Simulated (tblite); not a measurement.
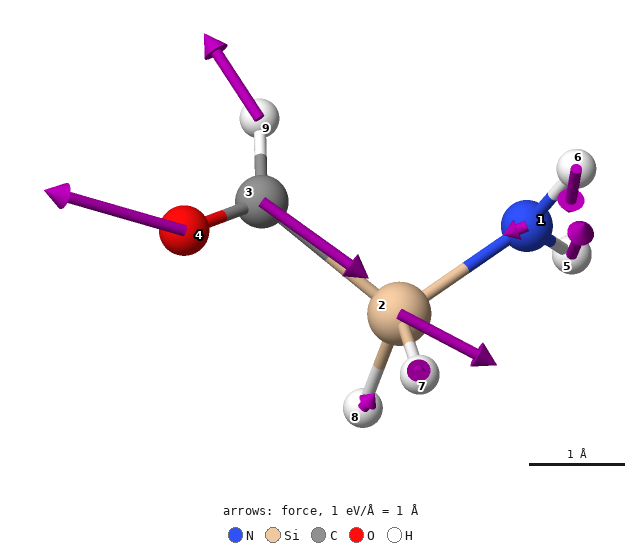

Starting geometry of CH$_{5}$NOSi with the computed forces as purple arrows. A ball-and-stick model, seen at a tilt.

Computed with GFN2-xTB geometry optimisation, gas phase in tblite. 

Q: Is this structure relaxed? If not, where do the atoms go?

A: It isn't relaxed: the largest force vector, on O4, is 1.69 eV/Å. The final displacements have little in common with the starting forces (cosine between the two patterns 0.26). The largest move after the best rigid fit is that of H6, 0.53 Å. Largest moves by element: H 0.53 Å, O 0.14 Å, N 0.13 Å, C 0.09 Å, Si 0.09 Å. Near-neighbour distances that change, for instance: Si2–C3 1.878 → 1.915 Å, C3–H9 1.078 → 1.114 Å, Si2–H7 1.480 → 1.466 Å, Si2–H8 1.474 → 1.461 Å. Among the angles between lasting bonds that change: Si2–C3–O4 116.2° → 124.3°, H5–N1–H6 117.3° → 109.7°, O4–C3–H9 126.1° → 118.7°. Groups turn about N1–Si2 by about 40°. After 58 geometry steps the energy has fallen by 5.22 kcal/mol. Cost: 0.22 s on 1 thread of Arm Neoverse V1, with other jobs on the host.
